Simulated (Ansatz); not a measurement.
# CHBOS: an energy map over bond length B1–C2 and bond length C2–S3

A grid of calculations on CHBOS, SMILES B#CSO, to see where the energy is lowest and how it rises around there.

Computed with Ansatz 0.2.0. Level: RHF/def2-TZVP.

## 1. The system as given

5 atoms, charge 0, spin multiplicity 1.

Atoms are counted from 1 here; the program's logs count them from 0.

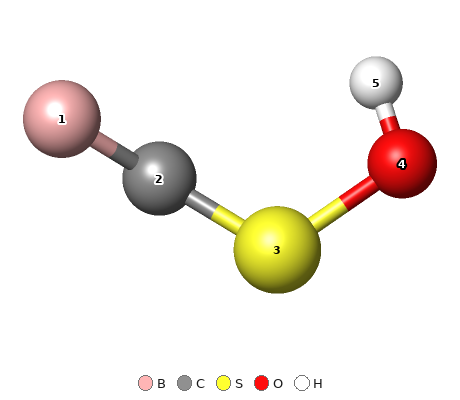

The starting geometry (boron pink, carbon grey, sulfur yellow, oxygen red, hydrogen white); atoms are numbered from 1 in the order of the file.

As a file:

```csv
atom,x (Å),y (Å),z (Å)
B1,0.83775,-1.61941,1.36671
C2,-0.20412,-0.67825,0.88174
S3,-0.90743,-0.26420,-0.47168
O4,-0.22114,1.12655,-1.19040
H5,0.49495,1.43530,-0.58637
```

This geometry comes from a loose relaxation at PBE in a small basis, which is not shown.

## 2. Geometry optimisation

The input, input.yaml:

```yaml
crystal:
  periodic: [false, false, false]
  atoms:
    - { symbol: B, position_ang: [0.837752, -1.619412, 1.366712] }
    - { symbol: C, position_ang: [-0.20412, -0.67825, 0.88174] }
    - { symbol: S, position_ang: [-0.907435, -0.264195, -0.471677] }
    - { symbol: O, position_ang: [-0.221143, 1.126553, -1.190404] }
    - { symbol: H, position_ang: [0.494947, 1.435304, -0.58637] }
basis:
  gaussian: { orbitals: def2-TZVP }
hamiltonian:
  xc: hf
output:
  forces: true
relax:
  f_tol: 0.003
  max_steps: 120
```

On the command line:

```sh
$ ansatz run input.yaml --threads 1 --pin off --max-ram 2560MiB --backend cpu --events-out ev --progress --plain --runs-dir out
```

The program printed (excerpt; [...] marks lines left out):

```text
Warning: RAYON_NUM_THREADS=1 ignored (pool sized by the plan → 1); use --threads N
[...]
Functional definition: HF
[...]
1006 factors; their error is unknown
[...]
mean field -14568.23683616 eV, -535.3728290232 hartree, gradient 1.8e-5 eV, S^2 0.000000; 0 other end points of the search recorded, 0 dependent functions left out
[...]
reference -14568.23683616 eV, -535.3728290232 hartree; 18, 18 occupied and 118, 118 virtual orbitals, 1006 factors
relax step   1: F+E_penalty+E_count = -14568.23683616 eV  Δ(F+E_penalty+E_count) = +0.000e0 eV  max|allowed force component| = 3.524e0 eV/Å  Δτ_max = 0.0000 Å  (51 SCF iters, accepted)
[...]
relax step   4: F+E_penalty+E_count = -14568.81574537 eV  Δ(F+E_penalty+E_count) = -9.439e-2 eV  max|allowed force component| = 9.053e-1 eV/Å  Δτ_max = 0.2000 Å  (47 SCF iters, accepted)
[...]
relax step   7: F+E_penalty+E_count = -14568.85085012 eV  Δ(F+E_penalty+E_count) = -5.821e-3 eV  max|allowed force component| = 7.868e-2 eV/Å  Δτ_max = 0.0448 Å  (44 SCF iters, accepted)
[...]
relax step  10: F+E_penalty+E_count = -14568.85879735 eV  Δ(F+E_penalty+E_count) = -5.094e-3 eV  max|allowed force component| = 2.536e-2 eV/Å  Δτ_max = 0.0675 Å  (48 SCF iters, accepted)
[...]
relax step  13: F+E_penalty+E_count = -14568.85952329 eV  Δ(F+E_penalty+E_count) = -3.146e-5 eV  max|allowed force component| = 1.251e-2 eV/Å  Δτ_max = 0.0031 Å  (40 SCF iters, accepted)
[...]
relax step  14: F+E_penalty+E_count = -14568.85954011 eV  Δ(F+E_penalty+E_count) = -1.682e-5 eV  max|allowed force component| = 9.550e-4 eV/Å  Δτ_max = 0.0037 Å  (41 SCF iters, accepted)
1006 factors; their error is unknown
[...]
mean field -14568.85954011 eV, -535.3957129713 hartree, gradient 1.3e-5 eV, S^2 0.000000; 1 other end points of the search recorded, 0 dependent functions left out
[...]
reference -14568.85954011 eV, -535.3957129713 hartree; 18, 18 occupied and 118, 118 virtual orbitals, 1006 factors
Total energy: -14568.85954011 eV, -535.3957129713 hartree
Atom 0 at     0.496868    -1.796993     1.588751 Å, force    -0.000313     0.000173    -0.000363 eV/Å
Atom 1 at     0.279235    -0.635753     0.638316 Å, force    -0.000091    -0.000160     0.000061 eV/Å
Atom 2 at    -0.766754    -0.241643    -0.400741 Å, force     0.000174    -0.000955     0.000783 eV/Å
Atom 3 at    -0.407537     1.155145    -1.086237 Å, force    -0.000114     0.000222    -0.000246 eV/Å
Atom 4 at     0.398188     1.519244    -0.740087 Å, force     0.000344     0.000720    -0.000235 eV/Å
Dipole moment:    -0.132474     0.525988    -0.455488 e Å
```

Wall time 67 s (1 thread of Arm Neoverse N1, shared host); peak memory 0.23 GiB.

Relaxation path: (the energy doesn't fall at every step)

```csv
step,energy from step 1 (eV),largest force component (eV/Å)
1,0.0000,3.5235
2,-0.2854,1.9851
3,-0.4845,1.3721
4,-0.5789,0.9053
5,-0.5922,0.6052
6,-0.6082,0.1481
7,-0.6140,0.0787
8,-0.6169,0.0569
9,-0.6153,0.3971
10,-0.6220,0.0254
11,-0.6227,0.0120
12,-0.6225,0.0915
13,-0.6227,0.0125
14,-0.6227,0.0010
```

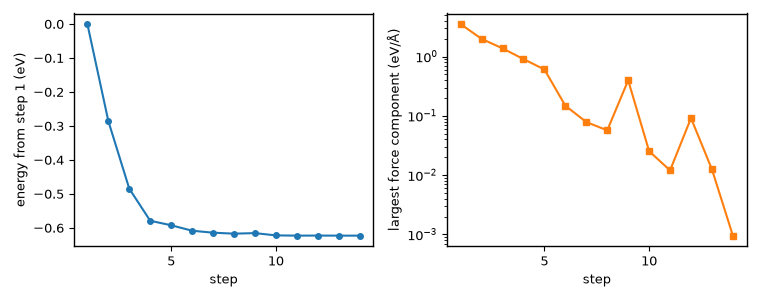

Energy and force, step by step.

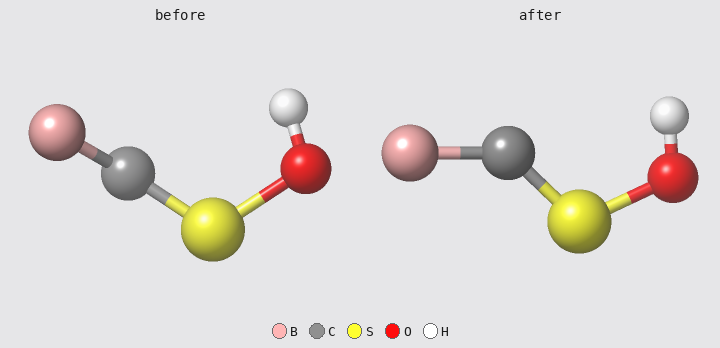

Before and after, at one scale.

Distances of close pairs at the start and the end, largest changes first:

```csv
bond,before (Å),after (Å),change (Å)
S3–O4,1.709,1.597,-0.112
C2–S3,1.580,1.526,-0.054
O4–H5,0.986,0.950,-0.037
B1–C2,1.485,1.516,+0.031
```

## 3. Plan of the scan

First coordinate, bond length B1–C2: 15 values from 1.304 to 2.123 Å. Second coordinate, bond length C2–S3: 15 values from 1.312 to 2.137 Å.

Nothing else is relaxed (all other coordinates rigid). Energies count from the relaxed molecule at the same level. Points are written as (first, second).

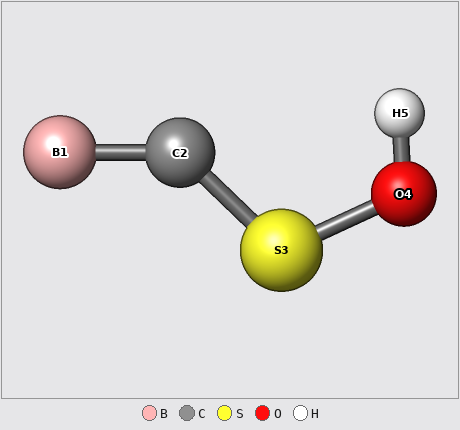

The geometry at (1.421 Å, 1.666 Å).

Below, 3 of the grid's runs; all are launched alike.

## 4. Point (1.421 Å, 1.666 Å)

The input, input.yaml:

```yaml
crystal:
  periodic: [false, false, false]
  atoms:
    - { symbol: B, position_ang: [0.496868, -1.796993, 1.588751] }
    - { symbol: C, position_ang: [0.292914, -0.708738, 0.698052] }
    - { symbol: S, position_ang: [-0.848944, -0.278506, -0.436239] }
    - { symbol: O, position_ang: [-0.489727, 1.118281, -1.121735] }
    - { symbol: H, position_ang: [0.315998, 1.482381, -0.775585] }
basis:
  gaussian: { orbitals: def2-TZVP }
hamiltonian:
  xc: hf
output:
  forces: true
```

On the command line:

```sh
$ ansatz run input.yaml --threads 1 --pin off --max-ram 2560MiB --backend cpu --events-out ev --progress --plain --runs-dir out
```

The program printed (excerpt; [...] marks lines left out):

```text
Warning: RAYON_NUM_THREADS=1 ignored (pool sized by the plan → 1); use --threads N
[...]
[... 1 set-up line as earlier in the session ...]
[...]
1006 factors; their error is unknown
[...]
mean field -14568.28449914 eV, -535.3745806055 hartree, gradient 2.0e-5 eV, S^2 0.000000; 0 other end points of the search recorded, 0 dependent functions left out
[...]
reference -14568.28449914 eV, -535.3745806055 hartree; 18, 18 occupied and 118, 118 virtual orbitals, 1006 factors
Total energy: -14568.28449914 eV, -535.3745806055 hartree
Atom 0 at     0.496868    -1.796993     1.588751 Å, force     0.478086    -2.832532     2.279424 eV/Å
Atom 1 at     0.292914    -0.708738     0.698052 Å, force    -3.856783     4.446849    -5.867907 eV/Å
Atom 2 at    -0.848944    -0.278506    -0.436239 Å, force     3.157205    -1.439344     3.306206 eV/Å
Atom 3 at    -0.489727     1.118281    -1.121735 Å, force     0.226158    -0.222458     0.318020 eV/Å
Atom 4 at     0.315998     1.482381    -0.775585 Å, force    -0.004667     0.047485    -0.035743 eV/Å
Dipole moment:    -0.180728     0.635987    -0.565889 e Å
```

Run time: 5.3 s. Hardware: 1 thread of Arm Neoverse N1, shared host; peak memory 0.21 GiB.

Energy on the map's scale: 13 kcal/mol.

## 5. The run at (1.713 Å, 1.430 Å)

The input, input.yaml:

```yaml
crystal:
  periodic: [false, false, false]
  atoms:
    - { symbol: B, position_ang: [0.496868, -1.796993, 1.588751] }
    - { symbol: C, position_ang: [0.251004, -0.485114, 0.515023] }
    - { symbol: S, position_ang: [-0.729103, -0.115827, -0.458588] }
    - { symbol: O, position_ang: [-0.369886, 1.280961, -1.144084] }
    - { symbol: H, position_ang: [0.43584, 1.645061, -0.797934] }
basis:
  gaussian: { orbitals: def2-TZVP }
hamiltonian:
  xc: hf
output:
  forces: true
```

On the command line:

```sh
$ ansatz run input.yaml --threads 1 --pin off --max-ram 2560MiB --backend cpu --events-out ev --progress --plain --runs-dir out
```

The program printed (excerpt; [...] marks lines left out):

```text
Warning: RAYON_NUM_THREADS=1 ignored (pool sized by the plan → 1); use --threads N
[...]
[... 1 set-up line as earlier in the session ...]
[...]
1006 factors; their error is unknown
[...]
mean field -14568.15109602 eV, -535.3696781313 hartree, gradient 1.3e-5 eV, S^2 0.000000; 0 other end points of the search recorded, 0 dependent functions left out
[...]
reference -14568.15109602 eV, -535.3696781313 hartree; 18, 18 occupied and 118, 118 virtual orbitals, 1006 factors
Total energy: -14568.15109602 eV, -535.3696781313 hartree
Atom 0 at     0.496868    -1.796993     1.588751 Å, force    -0.465379     2.591923    -2.106392 eV/Å
Atom 1 at     0.251004    -0.485114     0.515023 Å, force     5.219142    -4.700559     7.044655 eV/Å
Atom 2 at    -0.729103    -0.115827    -0.458588 Å, force    -4.635129     1.683992    -4.561921 eV/Å
Atom 3 at    -0.369886     1.280961    -1.144084 Å, force    -0.105611     0.472481    -0.399289 eV/Å
Atom 4 at     0.435840     1.645061    -0.797934 Å, force    -0.013024    -0.047837     0.022946 eV/Å
Dipole moment:    -0.044303     0.280334    -0.223376 e Å
```

It took 3.7 s on 1 thread of Arm Neoverse N1, shared host; peak memory 0.21 GiB.

That is 16 kcal/mol from the zero.

## 6. Point (1.538 Å, 1.548 Å)

The input, input.yaml:

```yaml
crystal:
  periodic: [false, false, false]
  atoms:
    - { symbol: B, position_ang: [0.496868, -1.796993, 1.588751] }
    - { symbol: C, position_ang: [0.276121, -0.619135, 0.624715] }
    - { symbol: S, position_ang: [-0.784861, -0.219376, -0.429236] }
    - { symbol: O, position_ang: [-0.425644, 1.177412, -1.114732] }
    - { symbol: H, position_ang: [0.380081, 1.541512, -0.768582] }
basis:
  gaussian: { orbitals: def2-TZVP }
hamiltonian:
  xc: hf
output:
  forces: true
```

On the command line:

```sh
$ ansatz run input.yaml --threads 1 --pin off --max-ram 2560MiB --backend cpu --events-out ev --progress --plain --runs-dir out
```

The program printed (excerpt; [...] marks lines left out):

```text
Warning: RAYON_NUM_THREADS=1 ignored (pool sized by the plan → 1); use --threads N
[...]
[... 1 set-up line as earlier in the session ...]
[...]
1006 factors; their error is unknown
[...]
mean field -14568.84178468 eV, -535.3950604713 hartree, gradient 1.5e-5 eV, S^2 0.000000; 0 other end points of the search recorded, 0 dependent functions left out
[...]
reference -14568.84178468 eV, -535.3950604713 hartree; 18, 18 occupied and 118, 118 virtual orbitals, 1006 factors
Total energy: -14568.84178468 eV, -535.3950604713 hartree
Atom 0 at     0.496868    -1.796993     1.588751 Å, force    -0.107151     0.385529    -0.341277 eV/Å
Atom 1 at     0.276121    -0.619135     0.624715 Å, force    -0.571136    -0.022834    -0.405391 eV/Å
Atom 2 at    -0.784861    -0.219376    -0.429236 Å, force     0.623325    -0.367406     0.709375 eV/Å
Atom 3 at    -0.425644     1.177412    -1.114732 Å, force     0.055116     0.001649     0.039488 eV/Å
Atom 4 at     0.380081     1.541512    -0.768582 Å, force    -0.000153     0.003062    -0.002194 eV/Å
Dipole moment:    -0.128037     0.504007    -0.437263 e Å
```

Run time: 3.8 s. Hardware: 1 thread of Arm Neoverse N1, shared host; peak memory 0.22 GiB.

On the map this point reads 0.41 kcal/mol.

## 7. Energy over the grid

225 points were computed. Energies in kcal/mol, from the relaxed molecule at the same level:

| bond length C2–S3 (Å) ↓, bond length B1–C2 (Å) → | 1.304 | 1.363 | 1.421 | 1.479 | 1.538 | 1.596 | 1.655 | 1.713 | 1.772 | 1.830 | 1.889 | 1.947 | 2.006 | 2.064 | 2.123 |
| --- | --- | --- | --- | --- | --- | --- | --- | --- | --- | --- | --- | --- | --- | --- | --- |
| 2.137 | 105 | 93 | 85 | 80 | 78 | 78 | 80 | 83 | 86 | 90 | 95 | 99 | 104 | 108 | 113 |
| 2.078 | 97 | 84 | 76 | 72 | 70 | 70 | 72 | 75 | 78 | 82 | 87 | 91 | 96 | 101 | 105 |
| 2.019 | 88 | 75 | 67 | 63 | 61 | 62 | 64 | 67 | 70 | 74 | 79 | 83 | 88 | 93 | 98 |
| 1.960 | 79 | 66 | 58 | 54 | 52 | 53 | 55 | 58 | 62 | 66 | 71 | 75 | 80 | 85 | 90 |
| 1.901 | 69 | 56 | 49 | 45 | 43 | 44 | 46 | 49 | 53 | 58 | 62 | 67 | 72 | 77 | 82 |
| 1.842 | 59 | 46 | 39 | 35 | 34 | 35 | 37 | 40 | 45 | 49 | 54 | 59 | 64 | 69 | 74 |
| 1.783 | 49 | 37 | 30 | 26 | 25 | 26 | 28 | 32 | 36 | 41 | 46 | 51 | 56 | 61 | 66 |
| 1.725 | 40 | 28 | 21 | 18 | 17 | 18 | 20 | 24 | 28 | 33 | 38 | 43 | 49 | 54 | 59 |
| 1.666 | 32 | 20 | 13 | 10 | 9 | 11 | 13 | 17 | 21 | 26 | 31 | 37 | 42 | 47 | 53 |
| 1.607 | 25 | 14 | 7 | 4 | 4 | 5 | 8 | 12 | 16 | 21 | 27 | 32 | 37 | 43 | 48 |
| 1.548 | 22 | 10 | 4 | 1 | 0 | 2 | 5 | 9 | 14 | 19 | 24 | 30 | 35 | 41 | 46 |
| 1.489 | 22 | 10 | 4 | 1 | 1 | 3 | 6 | 10 | 15 | 20 | 25 | 31 | 37 | 42 | 48 |
| 1.430 | 27 | 16 | 10 | 7 | 7 | 9 | 12 | 16 | 21 | 26 | 32 | 38 | 43 | 49 | 55 |
| 1.371 | 40 | 29 | 23 | 21 | 21 | 23 | 26 | 30 | 35 | 40 | 46 | 52 | 58 | 63 | 69 |
| 1.312 | 64 | 53 | 47 | 45 | 45 | 47 | 50 | 54 | 59 | 65 | 70 | 76 | 82 | 88 | 94 |

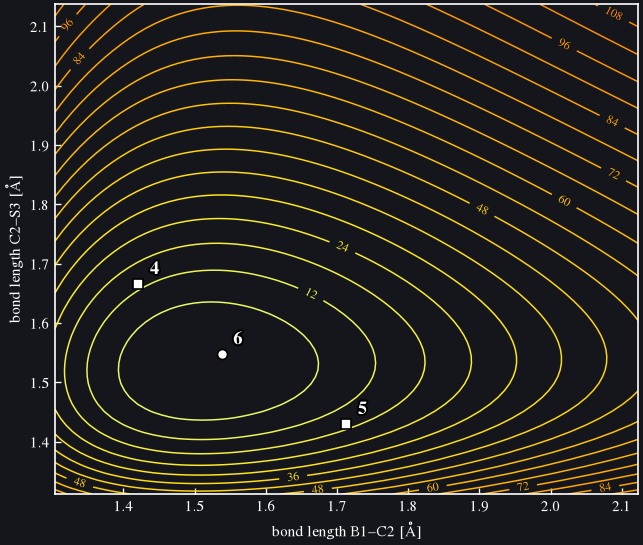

The map; numbers mark the steps of this session that print a point's run. Drawn: contour lines labelled in kcal/mol. Between grid points the surface is interpolated.

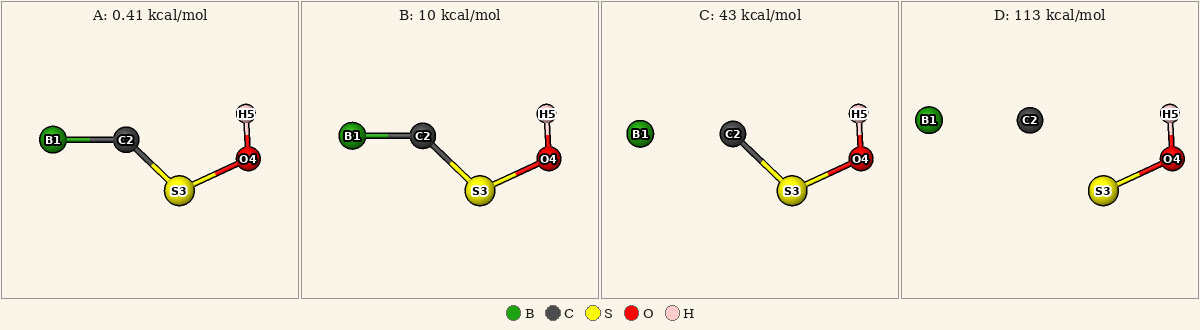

Structures on the grid, at one scale: A at (1.538 Å, 1.548 Å); B at (1.479 Å, 1.666 Å); C at (1.947 Å, 1.725 Å); D at (2.123 Å, 2.137 Å).

On the same grid, largest force on an atom (eV/Å):

| bond length C2–S3 (Å) ↓, bond length B1–C2 (Å) → | 1.304 | 1.363 | 1.421 | 1.479 | 1.538 | 1.596 | 1.655 | 1.713 | 1.772 | 1.830 | 1.889 | 1.947 | 2.006 | 2.064 | 2.123 |
| --- | --- | --- | --- | --- | --- | --- | --- | --- | --- | --- | --- | --- | --- | --- | --- |
| 2.137 | 13.6 | 13.2 | 10.2 | 7.9 | 6.2 | 5.5 | 5.4 | 5.4 | 5.4 | 5.4 | 5.3 | 5.3 | 5.3 | 5.3 | 5.3 |
| 2.078 | 14.6 | 13.4 | 10.4 | 8.1 | 6.5 | 5.7 | 5.7 | 5.6 | 5.6 | 5.6 | 5.5 | 5.5 | 5.5 | 5.5 | 5.5 |
| 2.019 | 15.8 | 13.6 | 10.5 | 8.3 | 6.7 | 5.9 | 5.9 | 5.8 | 5.8 | 5.7 | 5.7 | 5.7 | 5.6 | 5.6 | 5.6 |
| 1.960 | 17.1 | 13.7 | 10.6 | 8.4 | 6.8 | 6.1 | 6.0 | 6.0 | 5.9 | 5.9 | 5.8 | 5.8 | 5.8 | 5.7 | 5.7 |
| 1.901 | 17.7 | 13.6 | 10.6 | 8.4 | 6.8 | 6.2 | 6.1 | 6.0 | 6.0 | 5.9 | 5.9 | 5.8 | 5.8 | 5.8 | 5.7 |
| 1.842 | 17.5 | 13.4 | 10.5 | 8.3 | 6.6 | 6.1 | 6.1 | 6.0 | 5.9 | 5.9 | 5.8 | 5.8 | 5.7 | 5.7 | 5.7 |
| 1.783 | 17.1 | 13.0 | 10.1 | 7.9 | 6.3 | 5.9 | 5.8 | 5.8 | 5.7 | 5.6 | 5.6 | 5.5 | 5.5 | 5.5 | 5.4 |
| 1.725 | 16.4 | 12.3 | 9.4 | 7.2 | 5.7 | 5.4 | 5.3 | 5.3 | 5.2 | 5.2 | 5.1 | 5.1 | 5.0 | 5.0 | 5.0 |
| 1.666 | 15.3 | 11.3 | 8.3 | 6.2 | 4.6 | 4.5 | 4.4 | 4.4 | 4.3 | 4.3 | 4.3 | 4.2 | 4.2 | 4.2 | 4.1 |
| 1.607 | 13.7 | 9.7 | 6.7 | 4.5 | 3.2 | 3.1 | 3.0 | 3.2 | 3.6 | 3.8 | 4.0 | 4.0 | 4.1 | 4.0 | 3.9 |
| 1.548 | 11.5 | 7.5 | 4.4 | 2.2 | 1.0 | 1.7 | 2.6 | 3.2 | 3.6 | 3.9 | 4.1 | 4.1 | 4.1 | 4.1 | 4.0 |
| 1.489 | 10.3 | 6.3 | 3.3 | 2.1 | 2.8 | 3.9 | 4.8 | 5.4 | 5.9 | 6.2 | 6.3 | 6.5 | 6.5 | 6.5 | 6.5 |
| 1.430 | 10.1 | 6.4 | 6.5 | 6.6 | 7.5 | 8.5 | 9.4 | 9.9 | 10.4 | 10.6 | 10.8 | 10.9 | 11.0 | 11.0 | 11.0 |
| 1.371 | 12.6 | 12.7 | 12.7 | 12.8 | 13.9 | 15.0 | 15.7 | 16.3 | 16.7 | 16.9 | 17.1 | 17.2 | 17.2 | 17.2 | 17.2 |
| 1.312 | 21.1 | 21.2 | 21.3 | 21.4 | 22.7 | 23.7 | 24.5 | 25.0 | 25.3 | 25.6 | 25.7 | 25.8 | 25.8 | 25.8 | 25.8 |

## 8. Outcome

```
                       quantity                                                                             value
                   lowest point                                                 (1.538 Å, 1.548 Å), 0.41 kcal/mol
         highest computed point                                 (2.123 Å, 2.137 Å), 112 kcal/mol above the lowest
largest force on an atom (eV/Å)  1.0 at (1.538 Å, 1.548 Å) to 25.8 at (2.006 Å, 1.312 Å); 1.0 at the lowest point
        time for the whole task                                                   24 min on 1 thread, shared host
```

In words: The lowest computed point is at (1.538 Å, 1.548 Å), 0.41 kcal/mol from the relaxed molecule at the same level. The grid shows no well of another kind. The highest computed point, (2.123 Å, 2.137 Å), lies 112 kcal/mol above the lowest. Round the minimum the two coordinates are nearly uncoupled.
